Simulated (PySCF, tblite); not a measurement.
# H₅N₂OSi₂ radical: geometry, infrared bands and EPR parameters

Aim: predict the infrared bands and EPR parameters of H₅N₂OSi₂ radical (`O[Si@@H]1[N][SiH2]N1`).

Programs: tblite 0.8.0 and PySCF 2.14.0, with density-fitted response routines of our own. Each step states its level of theory. These are calculated values for one molecule in the gas phase, unless marked as measured. Atoms count from 0, in the outputs and in this text.

## Step 1: Starting geometry

10 atoms, charge 0, multiplicity 2; geometry from: force field or distance geometry start.

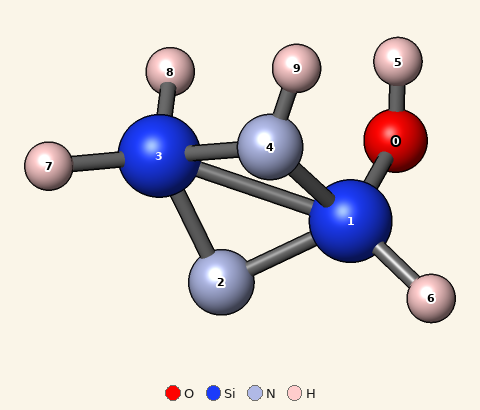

As it starts; oxygen red, silicon blue, nitrogen light blue, hydrogen pink, atoms numbered.

## Step 2: Optimising the geometry with GFN2-xTB

The job: settings as JSON, then the geometry in Å.

```
{"job": {"kind": "relax", "xc": "GFN2-xTB", "basis": "xTB"}, "charge": 0, "multiplicity": 2}
O     -1.677300    -1.024100     0.205600
Si    -1.014100     0.452100    -0.384000
N      0.182700     0.026600    -1.662400
Si     1.336700    -0.221200    -0.324700
N      0.406600     1.040000     0.552600
H     -1.458400    -1.209900     1.141800
H     -1.984100     1.460100    -0.771300
H      2.725100     0.117400    -0.625300
H      1.135400    -1.569600     0.268000
H      0.356300     0.933200     1.577200
```

The run is started by

```sh
$ OMP_NUM_THREADS=1 python probes_run.py task.json out
```

The driver reads the jobs from task.json and runs them one after another.

The program printed:

```text
step      E/eV     max force
  0    -432.72962    2.133
  1    -432.91388    1.502
  2    -433.04001    0.951
  3    -433.06595    0.554
  4    -433.09716    0.568
  5    -433.12798    0.612
  6    -433.17365    0.724
  7    -433.23061    0.732
  8    -433.27548    0.726
  9    -433.30562    0.528
 10    -433.33199    0.555
 11    -433.37060    0.580
 12    -433.40218    0.540
 13    -433.42188    0.907
 14    -433.44656    0.704
 15    -433.47269    0.687
 16    -433.51563    0.727
 17    -433.54890    0.783
 18    -433.59660    0.800
 19    -433.62442    0.579
 20    -433.62792    1.158
 21    -433.65387    0.375
 22    -433.66798    0.440
 23    -433.71730    0.653
 24    -433.73765    0.340
 25    -433.74761    0.277
 26    -433.75378    0.262
 27    -433.75958    0.237
 28    -433.77120    0.277
 29    -433.78161    0.309
 30    -433.79650    0.468
 31    -433.80693    0.313
 32    -433.81373    0.248
 33    -433.81781    0.275
 34    -433.82327    0.237
 35    -433.82772    0.239
 36    -433.82967    0.108
 37    -433.83043    0.083
 38    -433.83117    0.102
 39    -433.83243    0.119
 40    -433.83394    0.134
 41    -433.83497    0.090
 42    -433.83539    0.051
 43    -433.83559    0.051
 44    -433.83576    0.043
 45    -433.83607    0.061
 46    -433.83651    0.076
 47    -433.83702    0.067
 48    -433.83742    0.049
 49    -433.83761    0.033
 50    -433.83772    0.030
 51    -433.83784    0.038
 52    -433.83797    0.034
 53    -433.83806    0.024
 54    -433.83813    0.025
 55    -433.83821    0.031
 56    -433.83833    0.049
 57    -433.83849    0.062
 58    -433.83865    0.058
 59    -433.83876    0.036
 60    -433.83882    0.020
 61    -433.83887    0.019
 62    -433.83891    0.024
 63    -433.83898    0.041
 64    -433.83907    0.031
 65    -433.83917    0.044
 66    -433.83924    0.019
 67    -433.83926    0.007
```

Wall time 0.29 s (1 thread of Arm Neoverse V2, shared host).

The steps of the relaxation: (not every step is listed)

```csv
step,energy from step 0 (eV),largest force (eV/Å)
0,0.0000,2.1327
1,-0.1843,1.5015
2,-0.3104,0.9509
3,-0.3363,0.5537
4,-0.3675,0.5679
5,-0.3984,0.6119
6,-0.4440,0.7237
7,-0.5010,0.7323
8,-0.5459,0.7256
13,-0.6923,0.9073
18,-0.8670,0.8005
23,-0.9877,0.6528
28,-1.0416,0.2770
33,-1.0882,0.2749
38,-1.1015,0.1018
43,-1.1060,0.0510
48,-1.1078,0.0489
53,-1.1084,0.0236
58,-1.1090,0.0576
62,-1.1093,0.0238
63,-1.1094,0.0412
64,-1.1094,0.0314
65,-1.1096,0.0441
66,-1.1096,0.0190
67,-1.1096,0.0068
```

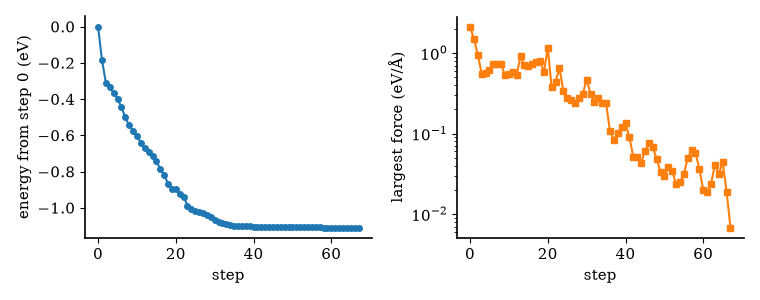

Energy and force, step by step.

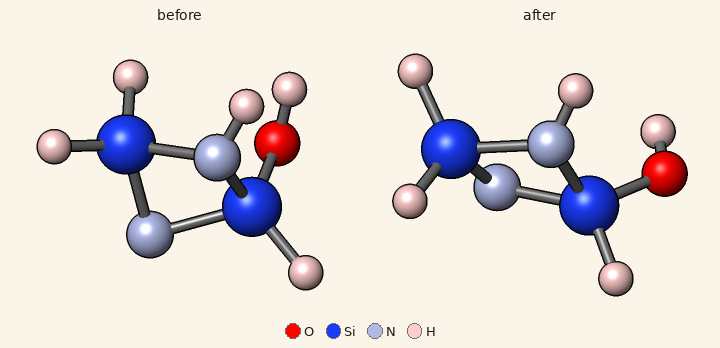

The geometry before (left) and after (right).

Close pairs (by a distance rule), those that changed most:

```csv
bond,before (Å),after (Å),change (Å)
Si1–Si3,2.446,2.622,+0.176
O0–Si1,1.722,1.616,-0.106
Si1–N2,1.802,1.718,-0.084
N2–Si3,1.784,1.716,-0.068
Si3–H8,1.487,1.456,-0.030
O0–H5,0.979,0.955,-0.025
N4–H9,1.031,1.008,-0.024
Si1–N4,1.800,1.784,-0.016
```

The end geometry stands in the next job.

## Step 3: Vibrational analysis with GFN2-xTB

The job: settings as JSON, then the geometry in Å.

```
{"job": {"kind": "ir", "xc": "GFN2-xTB", "basis": "xTB"}, "charge": 0, "multiplicity": 2}
O     -2.320900    -0.274014     0.397667
Si    -1.007994     0.330683    -0.325683
N      0.067084    -0.793914    -1.055110
Si     1.550554    -0.240927    -0.392903
N      0.433510     0.643039     0.678349
H     -2.328334    -1.185536     0.681092
H     -1.447904     1.585625    -0.884149
H      2.322176     0.775203    -1.089062
H      2.330491    -1.251599     0.307509
H      0.410200     0.416094     1.659762
```

The program printed:

```text
mode    cm-1     km/mol
  1     131.1      0.62
  2     170.8      4.81
  3     264.5     71.88
  4     310.5     93.89
  5     403.4     35.54
  6     425.8      8.44
  7     496.7      7.30
  8     544.6     69.06
  9     575.0    150.86
 10     597.3     89.15
 11     673.9     41.24
 12     704.3     36.70
 13     745.0    166.37
 14     789.5    248.46
 15     812.3    285.20
 16     863.7    112.31
 17     927.9    149.81
 18     973.4     78.93
 19    1040.0    478.67
 20    2295.9    460.13
 21    2332.0    246.85
 22    2433.7    302.32
 23    3460.5      2.27
 24    3651.8     22.17
```

Wall time 0.2 s (1 thread of Arm Neoverse V2, shared host).

Which atoms move in the most intense modes:

```csv
cm⁻¹,km/mol,atoms
575,150.9,"H9 32 %, N4 24 %, H7 14 %, H8 12 %"
745,166.4,"N4 43 %, Si1 13 %, H9 12 %, Si3 12 %"
790,248.5,"H8 42 %, H7 39 %"
812,285.2,"H5 58 %, O0 19 %, N2 13 %"
1040,478.7,"H9 50 %, Si1 16 %, N4 15 %, N2 11 %"
2296,460.1,"H8 81 %, H7 15 %"
2332,246.8,"H7 82 %, H8 16 %"
2434,302.3,H6 97 %
```

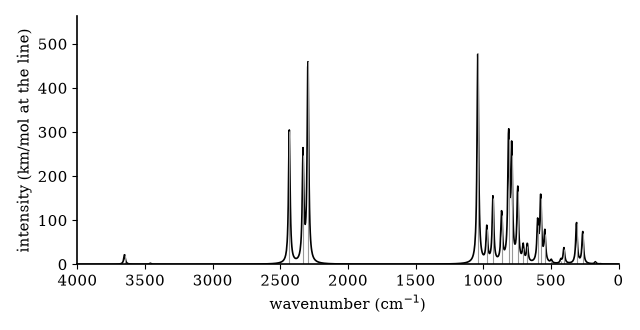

The infrared spectrum from these modes, unscaled. Lines are broadened to a width of 14 cm⁻¹ (Lorentzian).

## Step 4: g tensor and hyperfine couplings: B3LYP/pcH-1

Settings changed since step 3:

```diff
@@ -1,2 +1,2 @@
-{"job": {"kind": "ir", "xc": "GFN2-xTB", "basis": "xTB"}, "charge": 0, "multiplicity": 2}
+{"job": {"kind": "epr", "basis": "pcH-1"}, "charge": 0, "multiplicity": 2}
 O     -2.320900    -0.274014     0.397667
```

Method: UKS B3LYP, pcH-1 on H N O Si, non-relativistic, mean-field spin-orbit, GIAO.

The program printed:

```text
UKS, coarse grid
  cycle   1  E = -766.63680312  |g| = 6.54e-01
  cycle   2  E = -766.35382896  |g| = 1.06e+00
  cycle   3  E = -766.77965829  |g| = 1.76e-01
  cycle   4  E = -766.78913042  |g| = 1.11e-01
  cycle   5  E = -766.79435418  |g| = 2.28e-02
  cycle   6  E = -766.79453965  |g| = 1.30e-02
  cycle   7  E = -766.79462771  |g| = 5.03e-03
  cycle   8  E = -766.79464899  |g| = 1.55e-03
  cycle   9  E = -766.79465134  |g| = 4.65e-04
UKS, final grid
  cycle   1  E = -766.79463513  |g| = 6.36e-04
  cycle   2  E = -766.79463439  |g| = 1.53e-03
  cycle   3  E = -766.79463546  |g| = 1.43e-04
  cycle   4  E = -766.79463549  |g| = 9.14e-05
  cycle   5  E = -766.79463554  |g| = 6.03e-05
  cycle   6  E = -766.79463554  |g| = 1.83e-05
E = -766.79463554 Eh   <S^2> = 0.7569 (exact 0.7500)
g shifts (ppm)      1          2          3
  rmc          -227       -227       -227
  gc              7         13         68
  oz_so         619       1774       2874
  total         400       1560       2715
hyperfine (MHz)  atom isotope    a_iso     a_fc   dipolar eigenvalues
    0   17O       2.53       2.53     -0.52     -0.25      0.77
    1  29Si      40.57      40.61     -5.73      1.32      4.41
    2   14N      26.95      26.88    -33.41    -32.91     66.32
    3  29Si      35.04      35.10     -5.20      0.76      4.44
    4   14N      13.21      13.21    -17.76    -17.25     35.01
    5    1H       0.43       0.43     -2.91     -1.48      4.40
    6    1H      -5.83      -5.83     -3.55     -1.24      4.78
    7    1H      -5.42      -5.42     -3.78     -1.29      5.07
    8    1H      -5.80      -5.80     -4.00     -1.93      5.93
    9    1H     -15.16     -15.20    -22.48     -3.94     26.42
```

Run time: 27 s. Hardware: 1 thread of Arm Neoverse V2, shared host; peak memory 0.74 GiB.

Principal g values 2.00272, 2.00388, 2.00503; g(iso) = 2.00388, against 2.00232 for a free electron.

Hyperfine couplings, nucleus by nucleus at this fixed geometry (no averaging over rotations):

```csv
nuclei,isotope,a(iso) (MHz),"a(iso) (G, at g = 2.0023)",largest dipolar term (MHz)
Si1,29Si,40.6,14.5,-5.7
Si3,29Si,35.0,12.5,-5.2
N2,14N,27.0,9.6,66.3
H9,1H,-15.2,-5.4,26.4
N4,14N,13.2,4.7,35.0
H6,1H,-5.8,-2.1,4.8
H8,1H,-5.8,-2.1,5.9
H7,1H,-5.4,-1.9,5.1
O0,17O,2.5,0.9,0.8
H5,1H,0.4,0.2,4.4
```

Mulliken spin populations:

```csv
atom,value (e)
O0,0.00
Si1,-0.02
N2,0.73
Si3,-0.03
N4,0.34
H5,0.00
H6,0.00
H7,0.00
H8,0.00
H9,-0.01
```

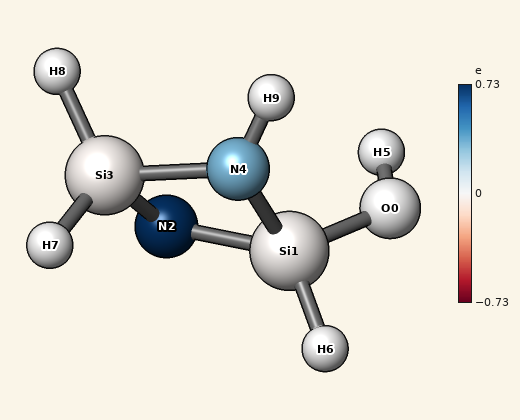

Mulliken spin populations, as colours on the atoms.

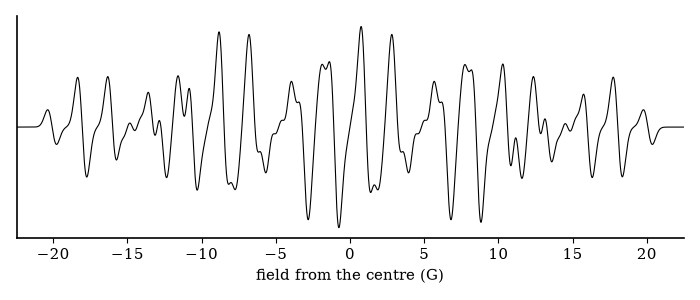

First-order isotropic spectrum (first derivative, main isotopes with spin only, couplings over 0.8 MHz, Gaussian width 0.3 G; couplings of the frozen geometry, rotation of groups not averaged beyond the rows shown).

Orbitals, density, ELF and potential are computed afterwards from the orbital file.

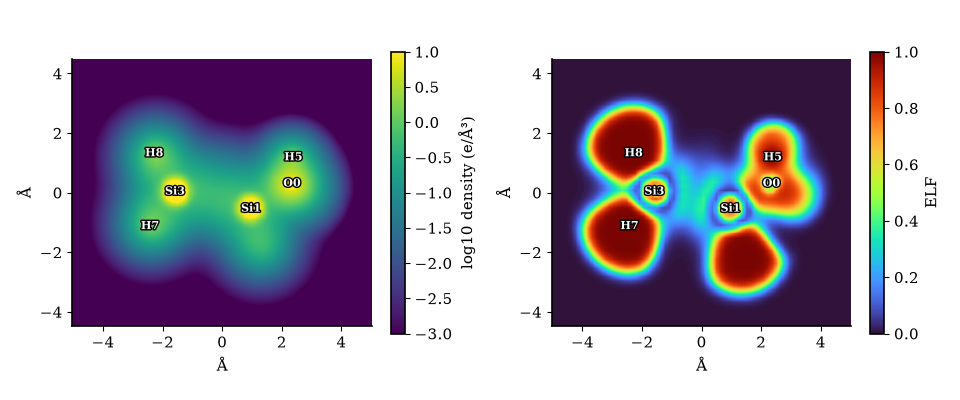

Density (left) and ELF (right) in a plane through or near 6 of the atoms.

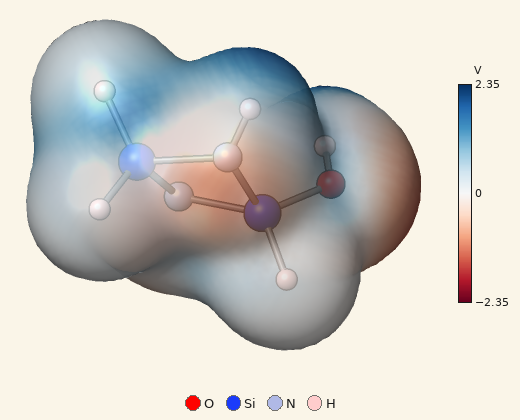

Electrostatic potential on the surface of density 0.002 e/bohr³; red is low, blue high. It runs from -1.44 V near N2 to 2.35 V near H5.

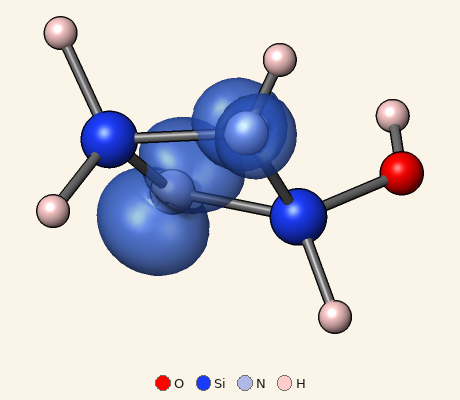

Spin density at ±0.07 e/Å³ (alpha excess blue, beta excess red).

## Step 5: Results

| quantity | value |
| --- | --- |
| strongest single infrared mode (GFN2-xTB) | 1040 cm⁻¹, 479 km/mol |
| zero-point energy (GFN2-xTB) | 36.6 kcal/mol |
| g(iso) (B3LYP) | 2.00388 |
| ⟨S²⟩ | 0.757 (exact 0.75) |
| largest a(iso) | 29Si on Si1, 40.6 MHz |
| surface potential, least and greatest | -1.44 V and 2.35 V |

In words: The optimisation took 67 steps and gained 1.110 eV; among the close pairs (by a distance rule), Si1–Si3 changed most, from 2.446 to 2.622 Å. No mode is imaginary among the 24: a minimum at this level. The strongest single mode, at 1040 cm⁻¹, is spread over several atoms, H9, Si1, N4, N2 among them. Unscaled tight-binding wavenumbers are off by several per cent, some by more. Its intensities can rank the bands wrongly. N2 carries the largest spin population, 0.73 e. The isotropic g lies 1.6 ppt above the free-electron value.
